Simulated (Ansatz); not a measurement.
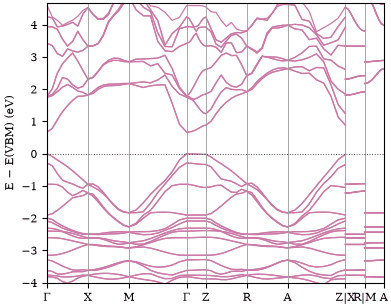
Figure: Band structure from DFT-PBEsol with spin–orbit coupling in the program Ansatz with PAW potentials

**Question.** Read off the gap and where the band edges lie.

**Answer.** About 0.7 eV (0.67 eV by a search for the band edges); maximum at Γ, minimum at Γ.

The material is BaCuTeF in space group P4/nmm (No. 129; Ba on 2c, Cu on 2a, Te on 2c, F on 2b).

The workflow started from a Materials Project entry (that database holds measured and hypothetical structures alike); the Crystallography Open Database copy checked does not list it. Its standing as an ambient phase is unchecked. The PBEsol relaxation kept the symmetry of its start; phonons show weakly imaginary modes. No spin polarisation was allowed. No Hubbard U is applied.

Potentials: the later of the program's two PAW sets.
